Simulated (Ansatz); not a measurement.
Input

```
crystal:
  periodic: [false, false, false]
  atoms:
    - symbol: O
      position_ang: [-1.741504, 0.380697, -1.564445]
    - symbol: S
      position_ang: [0.466398, 0.543332, 0.745426]
    - symbol: Si
      position_ang: [-1.802763, 1.630723, -2.655342]
    - symbol: Si
      position_ang: [-0.800107, -0.566907, -0.601476]
    - symbol: H
      position_ang: [-0.663095, 1.556066, -3.608256]
    - symbol: H
      position_ang: [-1.760073, 2.936253, -1.947756]
    - symbol: H
      position_ang: [-3.078705, 1.519118, -3.403961]
    - symbol: H
      position_ang: [0.169809, -1.351699, -1.403017]
    - symbol: H
      position_ang: [-1.718458, -1.439872, 0.163766]
    - symbol: H
      position_ang: [-0.521498, 1.026499, 1.531285]
basis:
  gaussian: {orbitals: def2-TZVPD}
hamiltonian: {xc: pbe0}
output: {forces: true, orbitals: {seedname: orbitals}}
```

Launched as:

```sh
ansatz run input.yaml --threads 1 --pin off --max-ram 2610MiB --events-out events.jsonl --progress --plain --runs-dir runs
```

Geometry: B3LYP/6-31G*.

All numbers below come from isolated molecule in a Gaussian basis; Kohn-Sham density functional theory, functional PBE0 in Ansatz 0.2.0.

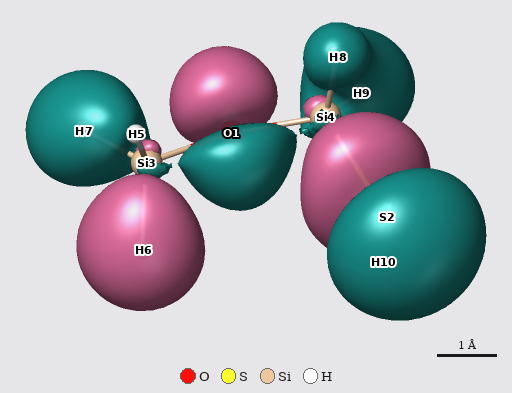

H6OSSi2. The HOMO−1 at ±0.06 Å⁻³ᐟ² (teal and pink are the two phases), seen at a tilt.

Question: Describe this orbital and give its energy.

Answer: It lies mainly on S2 (about 35 %), O1 (about 25 %), Si4 (about 10 %), Si3 (about 10 %) and H6 (about 10 %). Its energy is −8.79 eV.
